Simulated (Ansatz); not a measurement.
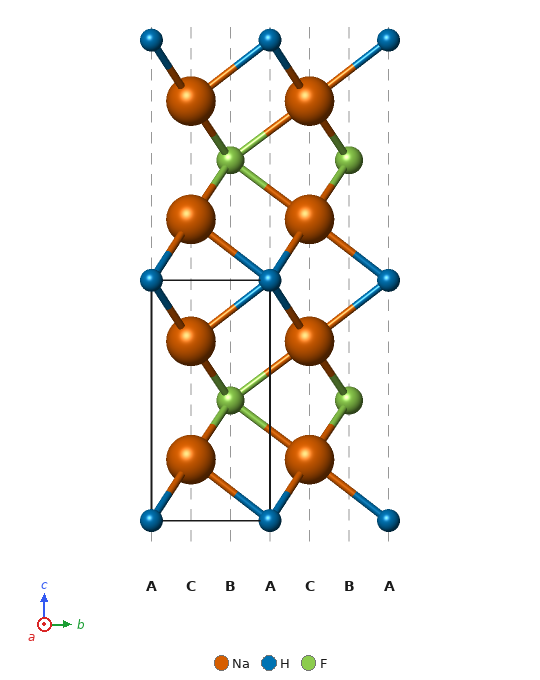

Projection along an edge of the hexagonal mesh, stacking direction c upwards. The dashed lines mark the three columns A (0, 0), B (1/3, 2/3) and C (2/3, 1/3). The sequence starts with the first layer at or above the cell's origin.

Na2HF. Coordinates: the input geometry of an electronic-structure calculation (not necessarily at equilibrium); the starting structure was generated, so it need not be a known form of this composition.

> List the layers of one repeat.

H(A) – Na(C) – F(B) – Na(C) (four layers in 5.78 Å).

Heights of the layers:

```
layer  atoms (column)  height (Å)  to next (Å)
    1            H(A)        0.00         1.47
    2           Na(C)        1.47         1.42
    3            F(B)        2.89         1.42
    4           Na(C)        4.31         1.47
```
